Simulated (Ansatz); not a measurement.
**FH4O3Zr (doublet): density, localisation and related maps**

Input

```
crystal:
  periodic: [false, false, false]
  atoms:
    - { symbol: Zr, position_ang: [-0.111861, -0.34016, -0.562106] }
    - { symbol: F, position_ang: [-0.271714, -0.082351, 2.606221] }
    - { symbol: O, position_ang: [1.819617, -0.350278, -0.673286] }
    - { symbol: H, position_ang: [2.775094, -0.423778, -0.671896] }
    - { symbol: O, position_ang: [-0.970571, 1.37369, -0.203216] }
    - { symbol: H, position_ang: [-1.487032, 2.179723, -0.140464] }
    - { symbol: O, position_ang: [-1.109337, -1.98719, -0.411519] }
    - { symbol: H, position_ang: [-1.592652, -2.799551, -0.253871] }
    - { symbol: H, position_ang: [-0.143543, 0.781395, 2.287636] }
magnetization:
  spin_polarized: true
  initial_magnetization: 1
basis:
  gaussian: { orbitals: def2-SVP }
hamiltonian:
  xc: b3lyp
  dispersion: d4
relax:
  f_tol: 0.03
  max_steps: 50
output:
  orbitals: {}
```

Run with:

```sh
ansatz run input.yaml --threads 4 --pin off --max-ram 5120MiB --backend cpu --events-out ev --progress --plain --runs-dir out
```

The fields are those of the run's last geometry, not of the input's.

Core potentials replace the inner electrons of Zr.

Theory: Ansatz, UKS B3LYP-D4/def2-SVP.

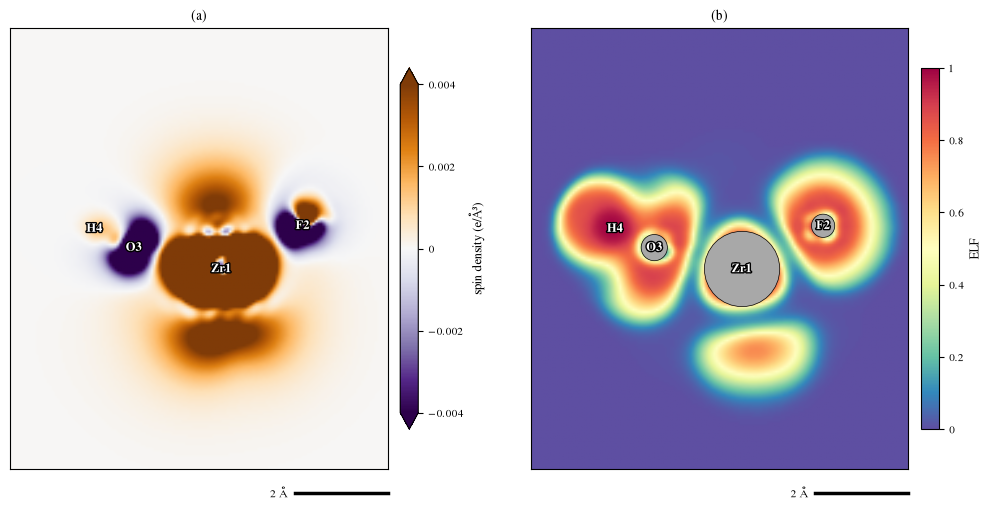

Figure 1. (a) spin density (α minus β); (b) ELF on the plane of atoms F2, Zr1 and O3. Grey discs cover the atomic cores in the ELF map.

> Describe what can be read from this map.

- The plane passes through Zr, F, O and H nuclei.
- Zr–O (1.94 Å): the ELF peaks at about 0.80 in the valence shell of O, 0.6 Å from its nucleus, and drops to about 0.20 between the two atoms.
- Zr–F (1.97 Å): the ELF peaks at about 0.80 in the valence shell of F, 0.6 Å from its nucleus, and drops to about 0.20 between the two atoms.
- O–H (0.96 Å): the ELF climbs to about 1 towards the hydrogen, as it does in any bond to H: an ordinary covalent bond to hydrogen.
- The unpaired spin (1 electron) lies mostly on Zr1 (about 0.9), in electrons by Hirshfeld's partition.

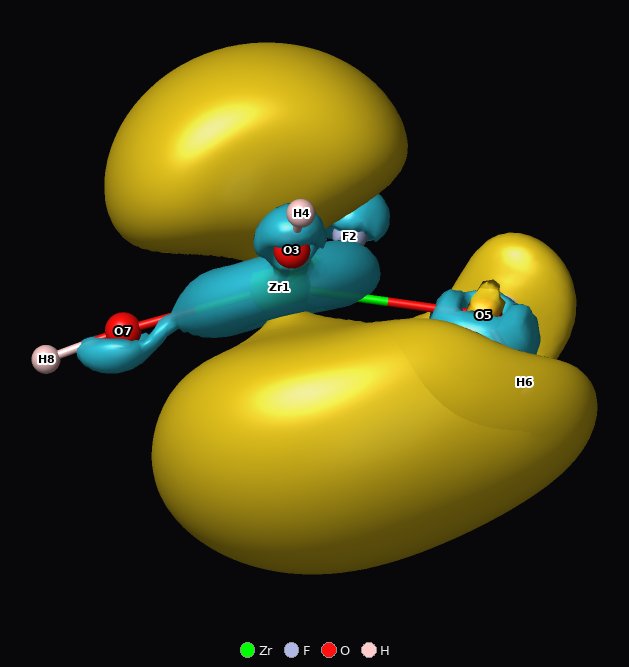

Figure 2. The LUMO (β) at ±0.06 Å⁻³ᐟ² (yellow and cyan are the two phases), seen from one side.

> What is the character of this orbital?

By Hirshfeld shares it lies mainly on Zr1 (about 80 %). Its energy is −1.34 eV.

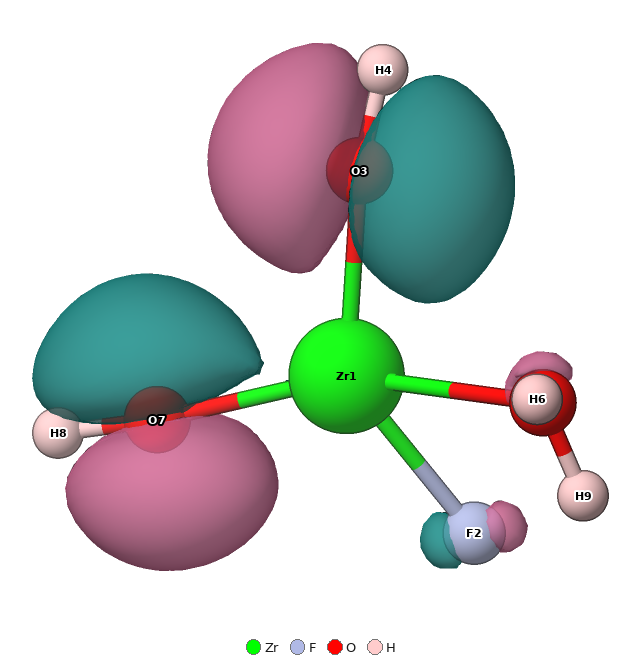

Figure 3. The HOMO−1 (α) at ±0.1 Å⁻³ᐟ² (teal and pink are the two phases), seen at a tilt.

> Where does this orbital lie, and at what energy?

Its weight (Hirshfeld) is mainly on O3 (about 45 %) and O7 (about 40 %); largely a combination of lone pairs on O3 and O7. Its energy is −7.96 eV.
